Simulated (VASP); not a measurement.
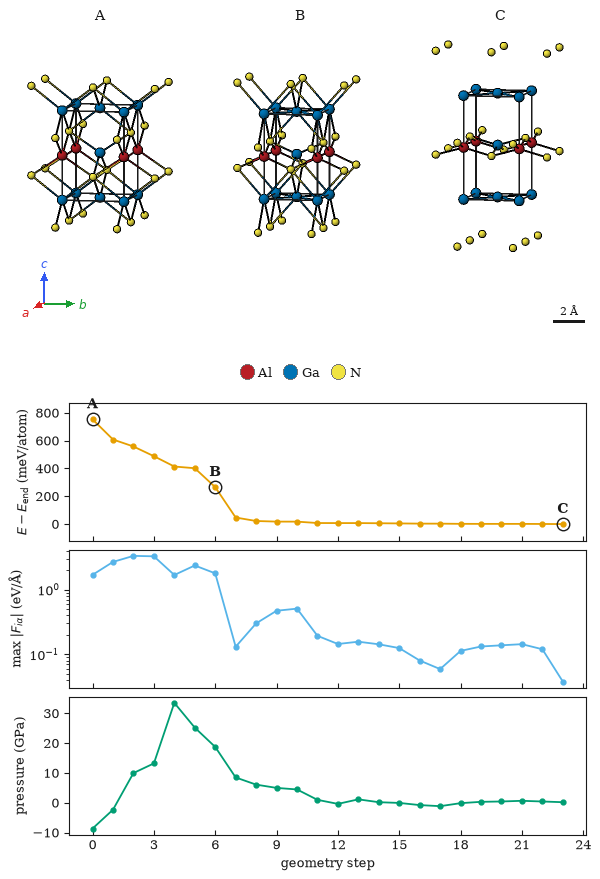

Frames of a relaxation of a crystal of AlGa₃N₂ (a generated structure, set up in P-4m2), marked on the history of the run. The picture is a ball-and-stick view of the cell of the calculation, seen slightly off an axis.

The run lets cell and atoms move.

Theory: Kohn-Sham DFT of a periodic cell, PBE, VASP PAW PBE potentials, recommended (VASP 6.6.1).

Input
```
SYSTEM = AlGa3N2
ALGO     = Fast           ! electronic algorithm
EDIFF    = 1E-4           ! SCF threshold, eV
EDIFFG   = -0.08          ! ionic threshold
ENCUT    = 520            ! plane-wave cutoff, eV
GGA      = PE             ! functional
IBRION   = 2              ! ionic algorithm
ISIF     = 3              ! what is computed and relaxed
ISMEAR   = 0              ! smearing method
KPAR     = 2            
LASPH    = .TRUE.         ! aspherical terms in the spheres
LCHARG   = .FALSE.        ! write CHGCAR
LREAL    = .FALSE.        ! projectors in reciprocal space
LWAVE    = .FALSE.        ! write WAVECAR
NELM     = 60             ! most SCF steps
NSW      = 24             ! ionic steps
PREC     = Normal         ! precision mode
SIGMA    = 0.15           ! smearing width, eV
```

Command:
```bash
cat potpaw_PBE.64/Al/POTCAR potpaw_PBE.64/Ga_d/POTCAR potpaw_PBE.64/N/POTCAR > POTCAR
mpirun -np 2 vasp_std > vasp.out
```

### What happens along the run?

The energy falls by 753 meV per atom in 23 geometry steps. The largest force component goes from 1.7 to 0.038 eV/Å. Pressure: −8.63 GPa at the start and 0.21 GPa at the end. The largest moves relative to the cell, 1.08 Å, are those of N atoms. Al and Ga stay in place. The drawn cell changes as follows: a = b 4.187 → 3.773 Å (−9.9 %), c 5.963 → 6.916 Å (+16.0 %); the volume changes by −5.8 %. Near-neighbour distances that change, for instance: Ga–N 2.634 → 3.491 Å, Ga–N 2.510 → 1.957 Å, Al–N 2.510 → 1.957 Å, Ga–Ga 2.961 → 2.668 Å. The space group stays P-4m2 (No. 115). From step 0 to 6: N atoms move most (0.51 Å), volume −28.7 %, energy −488 meV per atom. From step 6 to 23: N atoms move most (0.46 Å), volume +32.0 %, energy −266 meV per atom.
